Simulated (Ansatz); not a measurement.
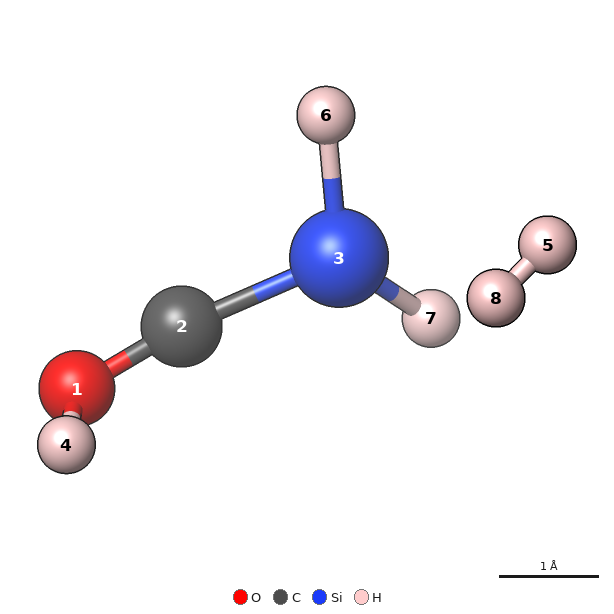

Orthographic view. Depth is shown by fading: the farther an atom, the more it takes the colour of the background. Charge +1, singlet. Computed geometry: PBE-D4/def2-SVP optimisation. No frequency run is at hand to confirm it as a minimum.

List all interatomic distances (Å) as a matrix.

| atom | O1 | C2 | Si3 | H4 | H5 | H6 | H7 | H8 |
| --- | --- | --- | --- | --- | --- | --- | --- | --- |
| O1 | 0.00 |  |  |  |  |  |  |  |
| C2 | 1.24 | 0.00 |  |  |  |  |  |  |
| Si3 | 2.98 | 1.76 | 0.00 |  |  |  |  |  |
| H4 | 1.00 | 1.92 | 3.43 | 0.00 |  |  |  |  |
| H5 | 5.28 | 4.23 | 2.68 | 5.37 | 0.00 |  |  |  |
| H6 | 3.78 | 2.65 | 1.49 | 4.28 | 2.92 | 0.00 |  |  |
| H7 | 3.78 | 2.65 | 1.49 | 4.28 | 2.97 | 2.67 | 0.00 |  |
| H8 | 4.76 | 3.80 | 2.46 | 4.74 | 0.78 | 2.95 | 2.90 | 0.00 |
